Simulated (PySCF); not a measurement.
## Run report: HCl, geometry relaxation

System: HCl, SMILES Cl.
Method: PBE0/def2-TZVP, RKS, dispersion D4 (PySCF 2.14.0).

The atoms were displaced at random from an optimised geometry.

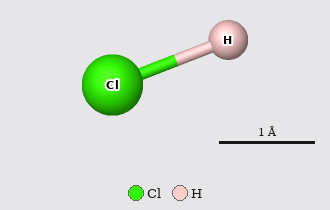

The input geometry (ball-and-stick view, seen at an oblique angle).

**Key numbers**

| quantity | value |
| --- | --- |
| outcome | converged |
| total energy | −460.664571 hartree |
| dispersion energy | −0.000168 hartree |
| basis functions | 43 |
| HOMO | −9.41 eV |
| LUMO | 0.34 eV |
| dipole moment | 1.26 D |
| hardware | 1 thread of Arm Neoverse V1, 24 GiB of memory available, shared host |
| wall time | 6 s |
| peak memory | 0.36 GiB |

**Input (run.py)**
```python
from pyscf import gto, dft
from pyscf.geomopt.geometric_solver import kernel as optimise

system = gto.Mole()
system.atom = 'mol.xyz'
system.spin = 0
system.verbose = 3
system.max_memory = 1860
system.basis = 'def2-tzvp'
system.build()

myscf = dft.RKS(system, xc='pbe0')
myscf = myscf.density_fit(auxbasis='def2-universal-jkfit')
myscf.disp = 'd4'
myscf.grids.level = 4
myscf.conv_tol = 1e-09
myscf.max_cycle = 100
converged, mol_eq = optimise(myscf, maxsteps=100)
print('converged:', converged)
print(mol_eq.tostring())

myscf.reset(mol_eq)
system = mol_eq
myscf.kernel()
e_final = myscf.e_tot
print(f'total energy: {e_final:.8f} hartree')
```

**File mol.xyz**
```
2
ClH
Cl     0.608572    -0.209788     0.263816
H     -0.533546     0.200709    -0.273887
```

Run as:
```bash
OMP_NUM_THREADS=1 python run.py
```

**The program's output**
```
#|     Arguments passed to driver run_optimizer():      |#
customengine              <pyscf.geomopt.geometric_solver.PySCFEngine object>
maxiter                   100
----------------------------------------------------------
Custom engine selected.
Bonds will be generated from interatomic distances less than 1.20 times sum of covalent radii
6 internal coordinates being used (instead of 6 Cartesians)
Internal coordinate system (atoms numbered from 1):
Distance 1-2
Translation-X 1-2
Translation-Y 1-2
Translation-Z 1-2
Rotation-A 1-2
Rotation-B 1-2
Rotation-C 1-2
<class 'geometric.internal.Distance'> : 1
<class 'geometric.internal.TranslationX'> : 1
<class 'geometric.internal.TranslationY'> : 1
<class 'geometric.internal.TranslationZ'> : 1
<class 'geometric.internal.RotationA'> : 1
<class 'geometric.internal.RotationB'> : 1
<class 'geometric.internal.RotationC'> : 1
> ===== Optimization Info: ====
> Job type: Energy minimization
> Maximum number of optimization cycles: 100
> Initial / maximum trust radius (Angstrom): 0.100 / 0.300
> Convergence Criteria:
> Will converge when all 5 criteria are reached:
>  |Delta-E| < 1.00e-06
>  RMS-Grad  < 3.00e-04
>  Max-Grad  < 4.50e-04
>  RMS-Disp  < 1.20e-03
>  Max-Disp  < 1.80e-03
> === End Optimization Info ===

Geometry optimization cycle 1
Cartesian coordinates (Angstrom)
 Atom        New coordinates             dX        dY        dZ
  Cl   0.608572  -0.209788   0.263816    0.000000  0.000000  0.000000
   H  -0.533546   0.200709  -0.273887    0.000000  0.000000  0.000000

WARN: Mole.unit (angstrom) is changed to Bohr

converged SCF energy = -460.663285372871
--------------- DFRKS_Scanner gradients ---------------
         x                y                z
0 Cl     0.0230698349    -0.0082915709     0.0108615710
1 H    -0.0230698868     0.0082917123    -0.0108611725
----------------------------------------------
cycle 1: E = -460.663285373  dE = -460.663  norm(grad) = 0.0379194
Step    0 : Gradient = 2.681e-02/2.681e-02 (rms/max) Energy = -460.6632853729
Hessian Eigenvalues: 5.00000e-02 5.00000e-02 5.00000e-02 ... 5.00000e-02 5.00000e-02 2.74541e-01

Geometry optimization cycle 2
Cartesian coordinates (Angstrom)
 Atom        New coordinates             dX        dY        dZ
  Cl   0.586340  -0.201800   0.253340   -0.022232  0.007988 -0.010476
   H  -0.511313   0.192718  -0.263420    0.022233 -0.007991  0.010467
converged SCF energy = -460.664564898623
--------------- DFRKS_Scanner gradients ---------------
         x                y                z
0 Cl    -0.0017042696     0.0006125546    -0.0008020215
1 H     0.0017047001    -0.0006127101     0.0008025528
----------------------------------------------
cycle 2: E = -460.664564899  dE = -0.00127953  norm(grad) = 0.00280152
Step    1 : Displace = 2.584e-02/2.584e-02 (rms/max) Trust = 1.000e-01 (=) Grad = 1.981e-03/1.981e-03 (rms/max) E (change) = -460.6645648986 (-1.280e-03) Quality = 0.977
Hessian Eigenvalues: 5.00000e-02 5.00000e-02 5.00000e-02 ... 5.00000e-02 5.00000e-02 2.94825e-01

Geometry optimization cycle 3
Cartesian coordinates (Angstrom)
 Atom        New coordinates             dX        dY        dZ
  Cl   0.587867  -0.202349   0.254052    0.001526 -0.000549  0.000712
   H  -0.512848   0.193270  -0.264142   -0.001535  0.000552 -0.000723
converged SCF energy = -460.664570608987
--------------- DFRKS_Scanner gradients ---------------
         x                y                z
0 Cl     0.0002353729    -0.0000845761     0.0001111540
1 H    -0.0002349469     0.0000844383    -0.0001106039
----------------------------------------------
cycle 3: E = -460.664570609  dE = -5.71036e-06  norm(grad) = 0.000386616
Step    2 : Displace = 1.778e-03/1.778e-03 (rms/max) Trust = 1.414e-01 (+) Grad = 2.734e-04/2.737e-04 (rms/max) E (change) = -460.6645706090 (-5.710e-06) Quality = 0.858
Hessian Eigenvalues: 4.99999e-02 5.00000e-02 5.00000e-02 ... 5.00000e-02 5.00000e-02 3.35511e-01

Geometry optimization cycle 4
Cartesian coordinates (Angstrom)
 Atom        New coordinates             dX        dY        dZ
  Cl   0.587678  -0.202282   0.253957   -0.000188  0.000067 -0.000095
   H  -0.512668   0.193205  -0.264057    0.000180 -0.000065  0.000085
converged SCF energy = -460.664570721508
--------------- DFRKS_Scanner gradients ---------------
         x                y                z
0 Cl     0.0000023128    -0.0000008115     0.0000014314
1 H    -0.0000018855     0.0000006713    -0.0000008830
----------------------------------------------
cycle 4: E = -460.664570722  dE = -1.12521e-07  norm(grad) = 3.58352e-06
```

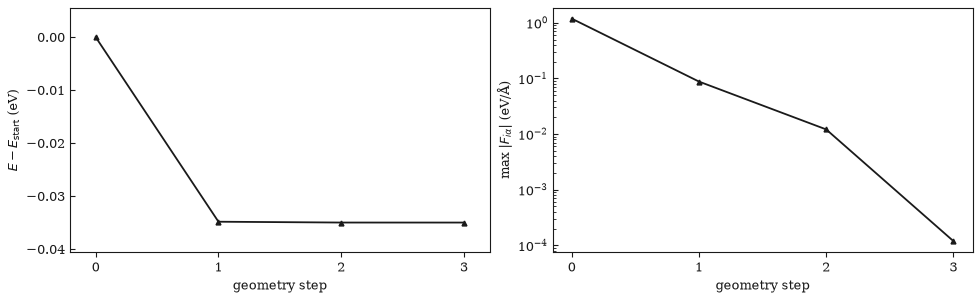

Progress of the relaxation, step by step (steps are counted from 0).

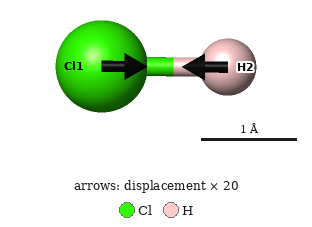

The starting structure with the displacements as black arrows, magnified 20 times (ball-and-stick view, seen at a tilt). The two geometries are laid on each other by the best rigid fit. Over 3 geometry steps the energy falls by 0.035 eV. Largest force component: 1.2 eV/Å at the start, 0.00012 eV/Å at the end. The largest moves after the best rigid fit, 0.024 Å, are those of Cl1 and H2. Largest moves by element: H 0.024 Å, Cl 0.024 Å. Among the contacts that change: Cl1–H2 1.327 → 1.279 Å. (Atoms are counted from 1 in the order of the input.)

```
Step    3 : Displace = 2.156e-04/2.156e-04 (rms/max) Trust = 2.000e-01 (+) Grad = 2.534e-06/2.838e-06 (rms/max) E (change) = -460.6645707215 (-1.125e-07) Quality = 1.010
Hessian Eigenvalues: 4.99999e-02 5.00000e-02 5.00000e-02 ... 5.00000e-02 5.00000e-02 3.35511e-01
Converged! =D

converged: True
Cl          0.58767829       -0.20228181        0.25395705
H          -0.51266767        0.19320547       -0.26405728
converged SCF energy = -460.664570721513
total energy: -460.66457072 hartree
```

**Trajectory as extended XYZ (Å, eV, eV/Å), 4 frames, from step=0 to step=3**
```
2
Properties=species:S:1:pos:R:3:forces:R:3 step=0 energy=-12535.28659
Cl    0.6086   -0.2098    0.2638   -1.1863   0.4264  -0.5585
H    -0.5335    0.2007   -0.2739    1.1863  -0.4264   0.5585
2
Properties=species:S:1:pos:R:3:forces:R:3 step=1 energy=-12535.32141
Cl    0.5863   -0.2018    0.2533    0.0876  -0.0315   0.0412
H    -0.5113    0.1927   -0.2634   -0.0877   0.0315  -0.0413
2
Properties=species:S:1:pos:R:3:forces:R:3 step=2 energy=-12535.32156
Cl    0.5879   -0.2023    0.2541   -0.0121   0.0043  -0.0057
H    -0.5128    0.1933   -0.2641    0.0121  -0.0043   0.0057
2
Properties=species:S:1:pos:R:3:forces:R:3 step=3 energy=-12535.32156
Cl    0.5877   -0.2023    0.2540   -0.0001   0.0000  -0.0001
H    -0.5127    0.1932   -0.2641    0.0001   0.0000   0.0000
```

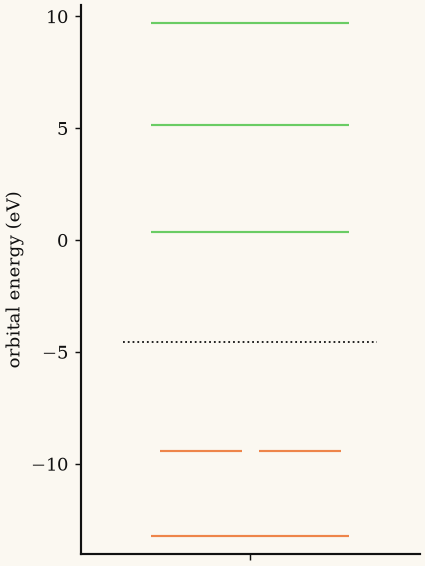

Orbital energies near the frontier; the dotted line parts filled from empty levels, and levels within 0.02 eV of each other stand side by side. Highest filled −9.41 eV, lowest empty 0.34 eV, 9.75 eV apart.
